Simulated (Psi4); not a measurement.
## Geometry relaxation of BF (part 1 of 2)

- system: BF (13768-60-0), SMILES [B]F
- method: PBE0/aug-cc-pVTZ, RKS (Psi4 1.11)

The geometry comes from this level: PBE0-D4/def2-TZVP.

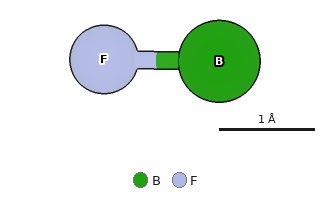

**Figure 1.** The input geometry (ball-and-stick view, seen at a tilt). Bond lengths as drawn: B–F 1.26 Å.

### Key numbers

```csv
quantity,value
outcome,converged
total energy,−124.575449 hartree
basis functions,92
HOMO,−8.04 eV
LUMO,−1.11 eV
dipole moment,1.00 D
hardware,"1 thread of Intel Xeon @ 2.70GHz, 189 GiB of memory available, shared host"
wall time,35 s
peak memory,0.7 GiB
```

### Input (job.py)
```python
import psi4

psi4.set_memory('1600 MB')
psi4.set_num_threads(1)
psi4.core.set_output_file('psi4.out', False)

geom = psi4.geometry("""
B      0.00000000     0.00000000    -0.01766894
F      0.00000000     0.00000000     2.36922523
units bohr
symmetry c1
""")

psi4.set_options({
    'reference': 'rks',
    'puream': True,
    'scf_type': 'pk',
    'dft_radial_points': 99,
    'dft_spherical_points': 590,
    'g_convergence': 'gau_tight',
    'geom_maxiter': 50,
})

energy_value = psi4.optimize('pbe0/aug-cc-pVTZ', molecule=geom)
print(f'pbe0/aug-cc-pVTZ energy: {energy_value:.10f} Eh')
print(geom.to_string(dtype='xyz', units='Angstrom'))
for k, v in sorted(psi4.core.scalar_variables().items()):
    print(f'{k:45s} {v:18.10f}')
```

Command:
```bash
python job.py
```

### What the program printed
```
gradient() will perform analytic gradient computation.

   => Loading Basis Set <=

    Name: AUG-CC-PVTZ
    Role: ORBITAL
    Keyword: BASIS

         ---------------------------------------------------------
                                   SCF
                              RKS Reference
                        1 Threads,   1525 MiB Core
         ---------------------------------------------------------

  ==> Geometry <==

    Molecular point group: c1
    Full point group: C_inf_v

    Geometry (in Bohr), charge = 0, multiplicity = 1:

       Center              X                  Y                   Z               Mass
    ------------   -----------------  -----------------  -----------------  -----------------
         B            0.000000000000     0.000000000000    -1.511184291666    11.009305360000
         F            0.000000000000     0.000000000000     0.875709878334    18.998403162730

  Running in c1 symmetry.

  Rotational constants: A = ************  B =      1.51595  C =      1.51595 [cm^-1]
  Rotational constants: A = ************  B =  45446.91644  C =  45446.91644 [MHz]
  Nuclear repulsion =   18.852951490513714

  Charge       = 0
  Multiplicity = 1
  Electrons    = 14
  Nalpha       = 7
  Nbeta        = 7

  ==> Algorithm <==

  SCF Algorithm Type is PK.
  DIIS enabled.
  MOM disabled.
  Fractional occupation disabled.
  Guess Type is SAD.
  Energy threshold   = 1.00e-08
  Density threshold  = 1.00e-08
  Integral threshold = 1.00e-12

  ==> Primary Basis <==

  Basis Set: AUG-CC-PVTZ
    Blend: AUG-CC-PVTZ
    Number of shells: 28
    Number of basis functions: 92
    Number of Cartesian functions: 110
    Spherical Harmonics?: true
    Max angular momentum: 3

  ==> DFT Potential <==

   => LibXC <=

    Version 7.1.2

   => Composite Functional: PBE0 <=

    PBE0 Hyb-GGA Exchange-Correlation Functional

    Deriv               =              1
    GGA                 =           TRUE
    Meta                =          FALSE

    Exchange Hybrid     =           TRUE
    MP2 Hybrid          =          FALSE

   => Exchange Functionals <=

    0.7500   Perdew, Burke & Ernzerhof

   => Exact (HF) Exchange <=

    0.2500               HF

   => Correlation Functionals <=

    1.0000   Perdew, Burke & Ernzerhof

   => LibXC Density Thresholds  <==

    XC_HYB_GGA_XC_PBEH:  1.00E-15

   => Molecular Quadrature <=

    Radial Scheme          =       TREUTLER
    Pruning Scheme         =           NONE
    Nuclear Scheme         =       TREUTLER

    Blocking Scheme        =         OCTREE
    BS radius alpha        =              1
    Pruning alpha          =              1
    Radial Points          =             99
    Spherical Points       =            590
    Total Points           =         115222
    Total Blocks           =            933
    Max Points             =            256
    Max Functions          =             92
    Weights Tolerance      =       1.00E-15

  ==> Integral Setup <==

  Using in-core PK algorithm.
   Calculation information:
      Number of atoms:                   2
      Number of AO shells:              28
      Number of primitives:             60
      Number of atomic orbitals:       110
      Number of basis functions:        92

      Integral cutoff                 1.00e-12
      Number of threads:                 1

  Performing in-core PK
  Using 18305562 doubles for integral storage.
  We computed 82621 shell quartets total.
  Whereas there are 82621 unique shell quartets.

  ==> DiskJK: Disk-Based J/K Matrices <==

    J tasked:                  Yes
    K tasked:                  Yes
    wK tasked:                  No
    Memory [MiB]:              849
    Schwarz Cutoff:          1E-12

  Cached 100.0% of DFT collocation blocks in 0.288 [GiB].

  Minimum eigenvalue in the overlap matrix is 3.0711075938E-04.
  Reciprocal condition number of the overlap matrix is 6.3541098672E-05.
    Using symmetric orthogonalization.

  ==> Pre-Iterations <==

  SCF Guess: Superposition of Atomic Densities via on-the-fly atomic UHF (no occupation information).

   -------------------------
    Irrep   Nso     Nmo
   -------------------------
     A         92      92
   -------------------------
    Total      92      92
   -------------------------

  ==> Iterations <==

                        Total Energy        Delta E     RMS |[F,P]|

   @RKS iter SAD:  -124.09471620362297   -1.24095e+02   0.00000e+00
   @RKS iter   1:  -124.54488944114809   -4.50173e-01   3.45027e-03 DIIS/ADIIS
   @RKS iter   2:  -124.52494143210721    1.99480e-02   4.69052e-03 DIIS/ADIIS
   @RKS iter   3:  -124.57413397740289   -4.91925e-02   6.05991e-04 DIIS/ADIIS
   @RKS iter   4:  -124.57544514392166   -1.31117e-03   3.77449e-05 DIIS
   @RKS iter   5:  -124.57544825883717   -3.11492e-06   8.84765e-06 DIIS
   @RKS iter   6:  -124.57544850293206   -2.44095e-07   5.75247e-07 DIIS
   @RKS iter   7:  -124.57544850431957   -1.38751e-09   1.56390e-07 DIIS
   @RKS iter   8:  -124.57544850438622   -6.66489e-11   7.79262e-09 DIIS
  Energy and wave function converged.

  ==> Post-Iterations <==

   Electrons on quadrature grid:
      Ntotal   =   13.9999999497 ; deviation = -5.028e-08

    Orbital Energies [Eh]
    ---------------------

    Doubly Occupied:

       1A    -24.864136     2A     -6.894504     3A     -1.334935
       4A     -0.642714     5A     -0.550046     6A     -0.550046
       7A     -0.295552

    Virtual:

       8A     -0.040747     9A     -0.040747    10A      0.016463
      11A      0.035775    12A      0.042008    13A      0.042008
      14A      0.120225    15A      0.133329    16A      0.133329
      17A      0.135313    18A      0.149409    19A      0.149409
      20A      0.202574    21A      0.202574    22A      0.247794
      23A      0.298822    24A      0.305332    25A      0.305332
      26A      0.413485    27A      0.477600    28A      0.504444
      29A      0.504444    30A      0.556733    31A      0.556733
      32A      0.566168    33A      0.566168    34A      0.576101
      35A      0.576101    36A      0.675623    37A      0.711440
      38A      0.711440    39A      0.825817    40A      0.898127
      41A      0.898127    42A      0.989379    43A      0.989379
      44A      0.990255    45A      1.248023    46A      1.248023
      47A      1.293339    48A      1.559438    49A      1.559438
      50A      1.746881    51A      1.824775    52A      1.824775
      53A      1.829965    54A      1.893620    55A      1.893620
      56A      1.955624    57A      1.955624    58A      1.972938
      59A      1.972938    60A      2.020397    61A      2.208781
      62A      2.208781    63A      2.645303    64A      2.645303
      65A      2.715203    66A      2.715204    67A      2.748790
      68A      2.951671    69A      2.954638    70A      2.954638
      71A      3.117652    72A      3.117652    73A      3.816235
      74A      3.816235    75A      4.019191    76A      5.053079
      77A      5.053079    78A      5.343302    79A      7.368025
      80A      8.238662    81A      8.238662    82A      8.408053
      83A      8.408053    84A      8.582564    85A      8.582564
      86A      8.749701    87A      8.749702    88A      8.788178
      89A      8.944830    90A      8.944830    91A      9.074408
      92A     14.550577

    Final Occupation by Irrep:
              A
    DOCC [     7 ]
    NA   [     7 ]
    NB   [     7 ]

  @RKS Final Energy:  -124.57544850438622

   => Energetics <=

    Nuclear Repulsion Energy =             18.8529514905137141
    One-Electron Energy =                -208.8641400782097719
    Two-Electron Energy =                  76.2656177493309855
    DFT Exchange-Correlation Energy =     -10.8298776660211384
    Empirical Dispersion Energy =           0.0000000000000000
    VV10 Nonlocal Energy =                  0.0000000000000000
    Total Energy =                       -124.5754485043862161

Computation Completed

Properties will be evaluated at   0.000000,   0.000000,   0.000000 [a0]

Properties computed using the SCF density matrix

 Multipole Moments:

 ------------------------------------------------------------------------------------
     Multipole            Electronic (a.u.)      Nuclear  (a.u.)        Total (a.u.)
 ------------------------------------------------------------------------------------

 L = 1.  Multiply by 2.5417464519 to convert [e a0] to [Debye]
 Dipole X            :          0.0000000            0.0000000            0.0000000
 Dipole Y            :         -0.0000000            0.0000000           -0.0000000
 Dipole Z            :          0.0673346            0.3254674            0.3928020
 Magnitude           :                                                    0.3928020

 ------------------------------------------------------------------------------------

	total time  =          7 seconds =       0.12 minutes

         ------------------------------------------------------------
                                   SCF GRAD
         ------------------------------------------------------------

  ==> Geometry <==

    Molecular point group: c1
    Full point group: C_inf_v

    Geometry (in Bohr), charge = 0, multiplicity = 1:

       Center              X                  Y                   Z               Mass
    ------------   -----------------  -----------------  -----------------  -----------------
         B            0.000000000000     0.000000000000    -1.511184291666    11.009305360000
         F            0.000000000000     0.000000000000     0.875709878334    18.998403162730

  Nuclear repulsion =   18.852951490513714

  ==> Basis Set <==

  Basis Set: AUG-CC-PVTZ
    Blend: AUG-CC-PVTZ
    Number of shells: 28
    Number of basis functions: 92
    Number of Cartesian functions: 110
    Spherical Harmonics?: true
    Max angular momentum: 3

  ==> DirectJKGrad: Integral-Direct SCF Gradients <==

    Gradient:                    1
    J tasked:                  Yes
    K tasked:                  Yes
    wK tasked:                  No
    Integrals threads:           1
    Schwarz Cutoff:          1E-12

   => Molecular Quadrature <=

    Radial Scheme          =       TREUTLER
    Pruning Scheme         =           NONE
    Nuclear Scheme         =       TREUTLER

    Blocking Scheme        =         OCTREE
    BS radius alpha        =              1
    Pruning alpha          =              1
    Radial Points          =             99
    Spherical Points       =            590
    Total Points           =         115222
    Total Blocks           =            933
    Max Points             =            256
    Max Functions          =             92
    Weights Tolerance      =       1.00E-15

  -Total Gradient:
     Atom            X                  Y                   Z
    ------   -----------------  -----------------  -----------------
       1       -0.000000000000    -0.000000000000    -0.000136988102
       2       -0.000000000000    -0.000000000000     0.000137132873

	total time  =          6 seconds =       0.10 minutes

    			-----------------------------------------

    			 OPTKING 3.0: for geometry optimizations

    			        with contributions from

    			-----------------------------------------

	                            ===> Fragment 1 <==

	 Z (Atomic Numbers)          Masses                          Geom
	       5.000000            11.009305          0.00000000  0.00000000 -1.51118429
	       9.000000            18.998403          0.00000000  0.00000000  0.87570988

	 - Coordinate -           - BOHR/RAD -       - ANG/DEG -
	 R(1,2)           =         2.386894           1.263090

	        --- Internal Coordinate Step in ANG or DEG, aJ/ANG or AJ/DEG ---
	-------------------------------------------------------------------------------
	           Coordinate      Previous         Force          Change          New
	           ----------      --------        ------          ------        ------
	               R(1,2)       1.26309       -0.00113       -0.00009       1.26300
	-------------------------------------------------------------------------------

	                                 ==> Convergence Check <==

	Measures of convergence in internal coordinates in au.

	Criteria marked as inactive (o), active & met (*), and active & unmet ( ).

	----------------------------------------------------------------------------------------------~
	   Step    Total Energy     Delta E     Max Force     RMS Force      Max Disp      RMS Disp   ~
	----------------------------------------------------------------------------------------------~
	  Convergence Criteria              o    1.50e-05 *    1.00e-05 *    6.00e-05 *    4.00e-05 *~
	----------------------------------------------------------------------------------------------~
	     1    -124.57544850   -1.25e+02 o    1.37e-04      1.37e-04      1.74e-04      1.74e-04    ~
	----------------------------------------------------------------------------------------------

Next Geometry in Ang
	Fragment 1 (Ang)

	    B   0.0000000000   0.0000000000  -0.7996381394
	    F   0.0000000000   0.0000000000   0.4633595619

    Structure for next step:
    Molecular point group: c1
    Full point group: C_inf_v

    Geometry (in Bohr), charge = 0, multiplicity = 1:

    B            0.000000000000     0.000000000000    -1.511073864868
    F            0.000000000000     0.000000000000     0.875645887570

gradient() will perform analytic gradient computation.

  ==> Geometry <==

    Molecular point group: c1
    Full point group: C_inf_v

    Geometry (in Bohr), charge = 0, multiplicity = 1:

       Center              X                  Y                   Z               Mass
    ------------   -----------------  -----------------  -----------------  -----------------
         B            0.000000000000     0.000000000000    -1.511073864868    11.009305360000
         F            0.000000000000     0.000000000000     0.875645887570    18.998403162730

  Running in c1 symmetry.

  Rotational constants: A = ************  B =      1.51617  C =      1.51617 [cm^-1]
  Rotational constants: A = ************  B =  45453.55906  C =  45453.55906 [MHz]
  Nuclear repulsion =   18.854329233264654

  Charge       = 0
  Multiplicity = 1
  Electrons    = 14
  Nalpha       = 7
  Nbeta        = 7

  ==> Algorithm <==

  SCF Algorithm Type is PK.
  DIIS enabled.
  MOM disabled.
  Fractional occupation disabled.
  Guess Type is READ.
  Energy threshold   = 1.00e-08
  Density threshold  = 1.00e-08
  Integral threshold = 1.00e-12

   => Molecular Quadrature <=

    Radial Scheme          =       TREUTLER
    Pruning Scheme         =           NONE
    Nuclear Scheme         =       TREUTLER

    Blocking Scheme        =         OCTREE
    BS radius alpha        =              1
    Pruning alpha          =              1
    Radial Points          =             99
    Spherical Points       =            590
    Total Points           =         115218
    Total Blocks           =            932
    Max Points             =            256
    Max Functions          =             92
    Weights Tolerance      =       1.00E-15

   => Loading Basis Set <=

    Name: AUG-CC-PVTZ
    Role: ORBITAL
    Keyword: BASIS

  Reading orbitals from file scr/psi4.default.44440.180.npy, no projection.

  ==> DiskJK: Disk-Based J/K Matrices <==

    J tasked:                  Yes
    K tasked:                  Yes
    wK tasked:                  No
    Memory [MiB]:              849
    Schwarz Cutoff:          1E-12

  Cached 100.0% of DFT collocation blocks in 0.288 [GiB].

  Minimum eigenvalue in the overlap matrix is 3.0706449623E-04.
  Reciprocal condition number of the overlap matrix is 6.3530776593E-05.
    Using symmetric orthogonalization.

  ==> Pre-Iterations <==

  SCF Guess: Orbitals guess was supplied from a previous computation.

   -------------------------------------------------------
    Irrep   Nso     Nmo     Nalpha   Nbeta   Ndocc  Nsocc
   -------------------------------------------------------
     A         92      92       7       7       7       0
   -------------------------------------------------------
    Total      92      92       7       7       7       0
   -------------------------------------------------------

  ==> Iterations <==

                        Total Energy        Delta E     RMS |[F,P]|
```
